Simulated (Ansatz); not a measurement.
# Run report: SnH$_{3}$BrCl$_{2}$O, molecular dynamics (part 5 of 5)

The same run, continued: SnH$_{3}$BrCl$_{2}$O; RKS PBE-D4/def2-SVP (Ansatz 0.2.0). It belongs to a series of runs on one base structure; here: dynamics from the highest image of the converged band.

Geometry of the input (Å):
```
Sn -0.2545  0.0177  -0.0680
H  -0.0999  0.7198  1.7029
O  1.6860  -0.4584  0.0316
H  1.8454  -1.1415  -0.6548
Cl -0.8526  2.0563  -1.0843
Cl -0.9747  -1.6518  -1.5995
Br -2.3630  -0.7290  1.7683
H  -0.9975  0.2348  2.0231
```

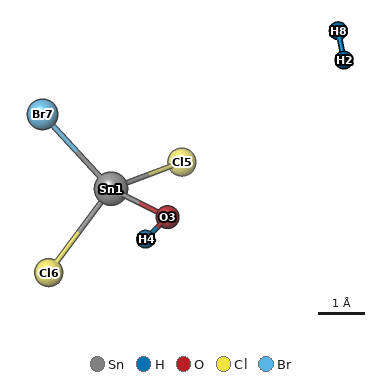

**Figure 1.** The geometry at step 170 of the log (ball-and-stick view, seen at a tilt; atoms are numbered from 1 in the order of the input).

Trajectory as extended XYZ, continued:
```
8
Properties=species:S:1:pos:R:3:forces:R:3 step=139 time_fs=69.5 energy=-102980.90756 temperature=1744.0
Sn   -0.4711   -0.0871   -0.0180    1.2147   0.4714  -2.2328
H     3.0342    2.7560    3.8956    0.3080  -0.0817  -0.0612
O     1.5121   -0.2298    0.2246   -0.0390  -0.7305   0.2460
H     1.7459   -1.2007    0.1707   -0.2191   0.8195   0.0324
Cl   -0.7721    2.0942   -0.9518    0.0649  -0.5481   0.3593
Cl   -0.9388   -1.7546   -1.6636    0.1271   0.2265   0.0659
Br   -2.1380   -0.6494    1.5616   -1.1461  -0.2372   1.5315
H     2.3105    2.9405    4.0307   -0.3106   0.0801   0.0590
8
Properties=species:S:1:pos:R:3:forces:R:3 step=141 time_fs=70.5 energy=-102980.87928 temperature=1707.9
Sn   -0.4760   -0.0898   -0.0179    1.3359   0.5302  -2.3706
H     3.0865    2.7920    3.9294    0.4213  -0.1197  -0.0859
O     1.5054   -0.2217    0.2331    0.0829  -1.1645   0.2374
H     1.7404   -1.2040    0.1925   -0.3008   1.2298   0.0382
Cl   -0.7698    2.0935   -0.9474    0.0537  -0.5398   0.3466
Cl   -0.9378   -1.7569   -1.6670    0.1291   0.2359   0.0778
Br   -2.1322   -0.6467    1.5581   -1.2986  -0.2902   1.6726
H     2.3709    2.9904    4.0696   -0.4236   0.1182   0.0839
8
Properties=species:S:1:pos:R:3:forces:R:3 step=143 time_fs=71.5 energy=-102980.86590 temperature=1690.5
Sn   -0.4808   -0.0924   -0.0179    1.4591   0.5920  -2.5074
H     3.1426    2.8269    3.9624    0.2428  -0.0755  -0.0529
O     1.4988   -0.2143    0.2418    0.0775  -1.1356   0.2506
H     1.7320   -1.1958    0.2146   -0.2597   1.1723   0.0218
Cl   -0.7676    2.0926   -0.9429    0.0428  -0.5302   0.3332
Cl   -0.9368   -1.7592   -1.6704    0.1314   0.2456   0.0898
Br   -2.1266   -0.6441    1.5548   -1.4491  -0.3428   1.8138
H     2.4275    3.0413    4.1093   -0.2449   0.0742   0.0512
8
Properties=species:S:1:pos:R:3:forces:R:3 step=145 time_fs=72.5 energy=-102980.86077 temperature=1683.4
Sn   -0.4854   -0.0949   -0.0182    1.5830   0.6558  -2.6421
H     3.2009    2.8612    3.9949   -0.0894   0.0263   0.0165
O     1.4922   -0.2076    0.2506   -0.0505  -0.6522   0.2668
H     1.7213   -1.1767    0.2369   -0.1004   0.6558   0.0023
Cl   -0.7653    2.0916   -0.9383    0.0321  -0.5193   0.3192
Cl   -0.9357   -1.7614   -1.6738    0.1342   0.2553   0.1017
Br   -2.1211   -0.6415    1.5517   -1.5965  -0.3943   1.9538
H     2.4818    3.0930    4.1495    0.0875  -0.0275  -0.0180
8
Properties=species:S:1:pos:R:3:forces:R:3 step=148 time_fs=74.0 energy=-102980.82887 temperature=1642.4
Sn   -0.4922   -0.0987   -0.0190    1.7636   0.7474  -2.8370
H     3.2860    2.9133    4.0442   -0.4161   0.1459   0.0929
O     1.4822   -0.1982    0.2641   -0.3764   0.6110   0.2599
H     1.7042   -1.1391    0.2704    0.2706  -0.6584   0.0048
Cl   -0.7618    2.0898   -0.9313    0.0161  -0.4990   0.2961
Cl   -0.9340   -1.7646   -1.6788    0.1380   0.2690   0.1180
Br   -2.1133   -0.6378    1.5475   -1.8103  -0.4690   2.1595
H     2.5656    3.1696    4.2093    0.4145  -0.1469  -0.0942
8
Properties=species:S:1:pos:R:3:forces:R:3 step=150 time_fs=75.0 energy=-102980.79746 temperature=1602.5
Sn   -0.4965   -0.1011   -0.0199    1.8754   0.7978  -2.9591
H     3.3382    2.9496    4.0781   -0.3572   0.1332   0.0831
O     1.4753   -0.1915    0.2734   -0.5254   1.2280   0.2309
H     1.6954   -1.1199    0.2928    0.4543  -1.3034   0.0320
Cl   -0.7595    2.0884   -0.9265    0.0051  -0.4810   0.2785
Cl   -0.9328   -1.7667   -1.6821    0.1395   0.2762   0.1266
Br   -2.1083   -0.6353    1.5450   -1.9476  -0.5167   2.2921
H     2.6260    3.2192    4.2482    0.3557  -0.1340  -0.0842
8
Properties=species:S:1:pos:R:3:forces:R:3 step=152 time_fs=76.0 energy=-102980.78233 temperature=1582.8
Sn   -0.5007   -0.1034   -0.0209    1.9771   0.8345  -3.0722
H     3.3872    2.9871    4.1127   -0.0972   0.0373   0.0222
O     1.4681   -0.1841    0.2827   -0.4808   1.1372   0.2117
H     1.6909   -1.1128    0.3155    0.4517  -1.2314   0.0505
Cl   -0.7572    2.0869   -0.9216   -0.0061  -0.4584   0.2588
Cl   -0.9316   -1.7687   -1.6854    0.1395   0.2810   0.1325
Br   -2.1036   -0.6330    1.5428   -2.0801  -0.5622   2.4197
H     2.6897    3.2675    4.2862    0.0959  -0.0380  -0.0232
8
Properties=species:S:1:pos:R:3:forces:R:3 step=155 time_fs=77.5 energy=-102980.76967 temperature=1565.9
Sn   -0.5067   -0.1068   -0.0230    2.1091   0.8636  -3.2215
H     3.4599    3.0437    4.1648    0.3381  -0.1500  -0.0912
O     1.4568   -0.1719    0.2970   -0.1029  -0.0740   0.2539
H     1.6916   -1.1214    0.3503    0.1474  -0.0320   0.0082
Cl   -0.7537    2.0845   -0.9142   -0.0234  -0.4157   0.2254
Cl   -0.9297   -1.7715   -1.6902    0.1372   0.2841   0.1366
Br   -2.0970   -0.6295    1.5401   -2.2663  -0.6254   2.5983
H     2.7858    3.3397    4.3432   -0.3392   0.1494   0.0904
8
Properties=species:S:1:pos:R:3:forces:R:3 step=157 time_fs=78.5 energy=-102980.74601 temperature=1535.7
Sn   -0.5104   -0.1090   -0.0247    2.1852   0.8708  -3.3059
H     3.5117    3.0799    4.1986    0.3753  -0.1760  -0.1051
O     1.4491   -0.1638    0.3067    0.1720  -0.8906   0.3110
H     1.6943   -1.1294    0.3737   -0.0780   0.7819  -0.0492
Cl   -0.7514    2.0827   -0.9092   -0.0348  -0.3831   0.2014
Cl   -0.9284   -1.7733   -1.6934    0.1350   0.2846   0.1372
Br   -2.0929   -0.6273    1.5387   -2.3784  -0.6631   2.7063
H     2.8466    3.3893    4.3820   -0.3763   0.1755   0.1044
8
Properties=species:S:1:pos:R:3:forces:R:3 step=159 time_fs=79.5 energy=-102980.72214 temperature=1505.2
Sn   -0.5140   -0.1111   -0.0267    2.2537   0.8734  -3.3769
H     3.5670    3.1145    4.2314    0.1560  -0.0780  -0.0463
O     1.4416   -0.1561    0.3166    0.3509  -1.3329   0.3565
H     1.6963   -1.1301    0.3967   -0.2130   1.2206  -0.0960
Cl   -0.7492    2.0808   -0.9041   -0.0458  -0.3485   0.1765
Cl   -0.9270   -1.7750   -1.6966    0.1330   0.2847   0.1371
Br   -2.0891   -0.6252    1.5376   -2.4780  -0.6968   2.8034
H     2.9039    3.4406    4.4219   -0.1568   0.0775   0.0456
8
Properties=species:S:1:pos:R:3:forces:R:3 step=161 time_fs=80.5 energy=-102980.71093 temperature=1490.8
Sn   -0.5174   -0.1131   -0.0290    2.3160   0.8738  -3.4335
H     3.6237    3.1483    4.2638   -0.1540   0.0787   0.0446
O     1.4342   -0.1492    0.3267    0.3949  -1.3142   0.3664
H     1.6963   -1.1194    0.4187   -0.2218   1.1946  -0.1081
Cl   -0.7469    2.0788   -0.8990   -0.0563  -0.3125   0.1512
Cl   -0.9256   -1.7766   -1.6997    0.1315   0.2846   0.1364
Br   -2.0856   -0.6232    1.5368   -2.5634  -0.7259   2.8882
H     2.9597    3.4925    4.4621    0.1532  -0.0791  -0.0452
8
Properties=species:S:1:pos:R:3:forces:R:3 step=164 time_fs=82.0 energy=-102980.71222 temperature=1492.0
Sn   -0.5222   -0.1161   -0.0329    2.3972   0.8688  -3.4878
H     3.7054    3.2009    4.3134   -0.3880   0.2157   0.1213
O     1.4236   -0.1403    0.3422    0.1932  -0.4589   0.2804
H     1.6928   -1.0838    0.4500    0.0144   0.3230  -0.0281
Cl   -0.7435    2.0756   -0.8912   -0.0715  -0.2562   0.1122
Cl   -0.9235   -1.7789   -1.7043    0.1301   0.2839   0.1342
Br   -2.0810   -0.6203    1.5363   -2.6627  -0.7603   2.9896
H     3.0468    3.5687    4.5215    0.3873  -0.2161  -0.1218
8
Properties=species:S:1:pos:R:3:forces:R:3 step=166 time_fs=83.0 energy=-102980.70586 temperature=1483.8
Sn   -0.5251   -0.1179   -0.0358    2.4401   0.8564  -3.5010
H     3.7556    3.2383    4.3479   -0.2815   0.1641   0.0911
O     1.4167   -0.1348    0.3528   -0.0602   0.4339   0.1613
H     1.6903   -1.0549    0.4704    0.2821  -0.5794   0.0852
Cl   -0.7413    2.0735   -0.8860   -0.0811  -0.2160   0.0852
Cl   -0.9220   -1.7803   -1.7073    0.1291   0.2824   0.1311
Br   -2.0783   -0.6185    1.5365   -2.7094  -0.7769   3.0386
H     3.1091    3.6171    4.5597    0.2809  -0.1644  -0.0916
8
Properties=species:S:1:pos:R:3:forces:R:3 step=168 time_fs=84.0 energy=-102980.69264 temperature=1467.2
Sn   -0.5278   -0.1197   -0.0391    2.4696   0.8309  -3.4941
H     3.8032    3.2772    4.3831   -0.0157   0.0089   0.0043
O     1.4097   -0.1290    0.3635   -0.2550   1.1021   0.0508
H     1.6905   -1.0314    0.4916    0.4903  -1.2510   0.1889
Cl   -0.7391    2.0712   -0.8808   -0.0905  -0.1722   0.0569
Cl   -0.9205   -1.7816   -1.7103    0.1274   0.2790   0.1259
Br   -2.0759   -0.6168    1.5370   -2.7412  -0.7885   3.0720
H     3.1741    3.6640    4.5971    0.0151  -0.0092  -0.0047
8
Properties=species:S:1:pos:R:3:forces:R:3 step=170 time_fs=85.0 energy=-102980.69250 temperature=1467.1
Sn   -0.5303   -0.1214   -0.0426    2.4814   0.7893  -3.4663
H     3.8506    3.3162    4.4184    0.2574  -0.1668  -0.0919
O     1.4026   -0.1226    0.3742   -0.2242   1.0909   0.0313
H     1.6953   -1.0195    0.5145    0.4773  -1.2344   0.2010
Cl   -0.7369    2.0689   -0.8755   -0.0998  -0.1239   0.0269
Cl   -0.9190   -1.7829   -1.7132    0.1244   0.2732   0.1179
Br   -2.0739   -0.6152    1.5378   -2.7587  -0.7950   3.0896
H     3.2391    3.7108    4.6345   -0.2579   0.1665   0.0916
8
Properties=species:S:1:pos:R:3:forces:R:3 step=173 time_fs=86.5 energy=-102980.71482 temperature=1495.2
Sn   -0.5337   -0.1239   -0.0484    2.4642   0.7010  -3.3856
H     3.9266    3.3715    4.4696    0.3061  -0.2130  -0.1155
O     1.3918   -0.1119    0.3904    0.2419  -0.0179   0.2054
H     1.7100   -1.0211    0.5522    0.0475  -0.1043   0.0150
Cl   -0.7337    2.0654   -0.8676   -0.1135  -0.0434  -0.0207
Cl   -0.9166   -1.7847   -1.7176    0.1181   0.2601   0.1008
Br   -2.0715   -0.6129    1.5398   -2.7578  -0.7954   3.0853
H     3.3320    3.7842    4.6922   -0.3065   0.2127   0.1152
8
Properties=species:S:1:pos:R:3:forces:R:3 step=175 time_fs=87.5 energy=-102980.71818 temperature=1499.7
Sn   -0.5358   -0.1254   -0.0526    2.4344   0.6329  -3.3066
H     3.9808    3.4059    4.5024    0.0721  -0.0529  -0.0289
O     1.3847   -0.1047    0.4013    0.5956  -0.7937   0.3554
H     1.7210   -1.0252    0.5777   -0.2829   0.6871  -0.1440
Cl   -0.7315    2.0631   -0.8624   -0.1226   0.0138  -0.0534
Cl   -0.9149   -1.7858   -1.7204    0.1135   0.2494   0.0873
Br   -2.0703   -0.6115    1.5416   -2.7377  -0.7894   3.0615
H     3.3902    3.8355    4.7321   -0.0725   0.0527   0.0286
8
Properties=species:S:1:pos:R:3:forces:R:3 step=177 time_fs=88.5 energy=-102980.71574 temperature=1497.0
Sn   -0.5376   -0.1270   -0.0571    2.3968   0.5646  -3.2079
H     4.0357    3.4399    4.5349   -0.1941   0.1473   0.0775
O     1.3780   -0.0979    0.4124    0.8164  -1.2124   0.4492
H     1.7294   -1.0229    0.6019   -0.4898   1.1165  -0.2487
Cl   -0.7295    2.0607   -0.8571   -0.1314   0.0721  -0.0863
Cl   -0.9133   -1.7868   -1.7233    0.1096   0.2379   0.0730
Br   -2.0694   -0.6102    1.5438   -2.7012  -0.7786   3.0209
H     3.4478    3.8874    4.7722    0.1937  -0.1475  -0.0778
8
Properties=species:S:1:pos:R:3:forces:R:3 step=180 time_fs=90.0 energy=-102980.73985 temperature=1528.0
Sn   -0.5399   -0.1292   -0.0644    2.3357   0.4689  -3.0234
H     4.1143    3.4937    4.5852   -0.3348   0.2719   0.1419
O     1.3689   -0.0891    0.4296    0.7790  -1.0050   0.4104
H     1.7333   -0.9999    0.6338   -0.4587   0.9109  -0.2316
Cl   -0.7264    2.0573   -0.8493   -0.1445   0.1597  -0.1355
Cl   -0.9107   -1.7882   -1.7275    0.1052   0.2196   0.0508
Br   -2.0687   -0.6085    1.5477   -2.6164  -0.7540   2.9294
H     3.5380    3.9623    4.8308    0.3345  -0.2720  -0.1422
8
Properties=species:S:1:pos:R:3:forces:R:3 step=182 time_fs=91.0 energy=-102980.76991 temperature=1566.2
Sn   -0.5413   -0.1306   -0.0695    2.2936   0.4095  -2.8767
H     4.1629    3.5327    4.6203   -0.1981   0.1680   0.0869
O     1.3633   -0.0840    0.4413    0.5018  -0.3489   0.2488
H     1.7303   -0.9734    0.6523   -0.2038   0.2476  -0.0887
Cl   -0.7244    2.0550   -0.8441   -0.1531   0.2178  -0.1679
Cl   -0.9090   -1.7891   -1.7303    0.1032   0.2066   0.0354
Br   -2.0686   -0.6074    1.5508   -2.5414  -0.7325   2.8493
H     3.6019    4.0091    4.8683    0.1978  -0.1681  -0.0871
8
Properties=species:S:1:pos:R:3:forces:R:3 step=184 time_fs=92.0 energy=-102980.78588 temperature=1586.8
Sn   -0.5424   -0.1319   -0.0748    2.2469   0.3496  -2.7125
H     4.2096    3.5732    4.6563    0.0501  -0.0448  -0.0237
O     1.3581   -0.0791    0.4532    0.1063   0.5190   0.0132
H     1.7255   -0.9446    0.6700    0.1613  -0.6298   0.1256
Cl   -0.7225    2.0528   -0.8390   -0.1614   0.2764  -0.2003
Cl   -0.9073   -1.7899   -1.7331    0.1014   0.1924   0.0190
Br   -2.0689   -0.6065    1.5542   -2.4541  -0.7074   2.7552
H     3.6677    4.0544    4.9049   -0.0504   0.0446   0.0235
8
Properties=species:S:1:pos:R:3:forces:R:3 step=186 time_fs=93.0 energy=-102980.78946 temperature=1592.1
Sn   -0.5434   -0.1333   -0.0804    2.1900   0.2846  -2.5328
H     4.2568    3.6132    4.6920    0.2612  -0.2430  -0.1252
O     1.3530   -0.0739    0.4651   -0.2067   1.1671  -0.1871
H     1.7222   -0.9217    0.6888    0.4446  -1.2849   0.3032
Cl   -0.7206    2.0507   -0.8339   -0.1696   0.3363  -0.2326
Cl   -0.9055   -1.7907   -1.7359    0.0991   0.1764   0.0006
Br   -2.0694   -0.6056    1.5579   -2.3571  -0.6794   2.6489
H     3.7329    4.1001    4.9418   -0.2615   0.2429   0.1250
8
Properties=species:S:1:pos:R:3:forces:R:3 step=189 time_fs=94.5 energy=-102980.82670 temperature=1639.8
Sn   -0.5445   -0.1353   -0.0892    2.0774   0.1727  -2.2399
H     4.3322    3.6690    4.7433    0.2241  -0.2234  -0.1140
O     1.3450   -0.0648    0.4828   -0.0947   0.8811  -0.1532
H     1.7249   -0.9099    0.7224    0.3041  -0.9984   0.2363
Cl   -0.7178    2.0477   -0.8265   -0.1814   0.4301  -0.2814
Cl   -0.9027   -1.7918   -1.7401    0.0934   0.1478  -0.0317
Br   -2.0707   -0.6044    1.5641   -2.1985  -0.6332   2.4700
H     3.8262    4.1730    4.9994   -0.2243   0.2233   0.1139
8
Properties=species:S:1:pos:R:3:forces:R:3 step=191 time_fs=95.5 energy=-102980.85891 temperature=1680.8
Sn   -0.5451   -0.1366   -0.0952    1.9870   0.0922  -2.0321
H     4.3853    3.7034    4.7762    0.0026  -0.0028  -0.0020
O     1.3396   -0.0581    0.4945    0.2866   0.0700   0.0646
H     1.7306   -0.9146    0.7477   -0.0870  -0.1820  -0.0026
Cl   -0.7160    2.0458   -0.8216   -0.1891   0.4941  -0.3135
Cl   -0.9009   -1.7924   -1.7429    0.0884   0.1260  -0.0560
Br   -2.0719   -0.6038    1.5686   -2.0857  -0.6003   2.3397
H     3.8857    4.2244    5.0392   -0.0028   0.0028   0.0018
8
Properties=species:S:1:pos:R:3:forces:R:3 step=193 time_fs=96.5 energy=-102980.87105 temperature=1696.8
Sn   -0.5455   -0.1379   -0.1015    1.8925   0.0142  -1.8158
H     4.4384    3.7379    4.8090   -0.2051   0.2235   0.1116
O     1.3344   -0.0513    0.5062    0.6467  -0.6874   0.2832
H     1.7355   -0.9210    0.7731   -0.4584   0.5791  -0.2431
Cl   -0.7143    2.0440   -0.8168   -0.1966   0.5573  -0.3447
Cl   -0.8990   -1.7930   -1.7457    0.0833   0.1029  -0.0814
Br   -2.0734   -0.6031    1.5734   -1.9673  -0.5660   2.2019
H     3.9451    4.2758    5.0790    0.2049  -0.2235  -0.1117
8
Properties=species:S:1:pos:R:3:forces:R:3 step=195 time_fs=97.5 energy=-102980.87723 temperature=1705.3
Sn   -0.5457   -0.1392   -0.1078    1.8018  -0.0549  -1.5915
H     4.4896    3.7743    4.8428   -0.2844   0.3240   0.1612
O     1.3296   -0.0449    0.5180    0.8294  -1.1026   0.4014
H     1.7361   -0.9221    0.7961   -0.6623   0.9914  -0.3858
Cl   -0.7126    2.0425   -0.8120   -0.2039   0.6178  -0.3746
Cl   -0.8971   -1.7936   -1.7486    0.0788   0.0792  -0.1070
Br   -2.0751   -0.6026    1.5785   -1.8437  -0.5308   2.0576
H     4.0063    4.3251    5.1177    0.2842  -0.3240  -0.1613
8
Properties=species:S:1:pos:R:3:forces:R:3 step=198 time_fs=99.0 energy=-102980.91440 temperature=1752.9
Sn   -0.5458   -0.1411   -0.1176    1.6813  -0.1339  -1.2421
H     4.5616    3.8345    4.8963   -0.1180   0.1437   0.0706
O     1.3233   -0.0365    0.5363    0.6740  -0.9266   0.3074
H     1.7253   -0.9063    0.8239   -0.5642   0.7937  -0.3356
Cl   -0.7102    2.0404   -0.8052   -0.2148   0.7006  -0.4164
Cl   -0.8942   -1.7945   -1.7529    0.0739   0.0432  -0.1449
Br   -2.0781   -0.6019    1.5865   -1.6500  -0.4770   1.8317
H     4.1030    4.3936    5.1732    0.1179  -0.1438  -0.0708
8
Properties=species:S:1:pos:R:3:forces:R:3 step=200 time_fs=100.0 energy=-102980.94295 temperature=1789.2
Sn   -0.5456   -0.1424   -0.1243    1.6101  -0.1704  -1.0031
H     4.6080    3.8766    4.9329    0.0912  -0.1167  -0.0580
O     1.3196   -0.0317    0.5487    0.3101  -0.3145   0.0607
H     1.7113   -0.8860    0.8383   -0.2522   0.1570  -0.1224
Cl   -0.7087    2.0393   -0.8007   -0.2219   0.7501  -0.4420
Cl   -0.8923   -1.7950   -1.7558    0.0715   0.0189  -0.1699
Br   -2.0803   -0.6015    1.5922   -1.5176  -0.4410   1.6769
H     4.1691    4.4373    5.2091   -0.0913   0.1166   0.0579
```
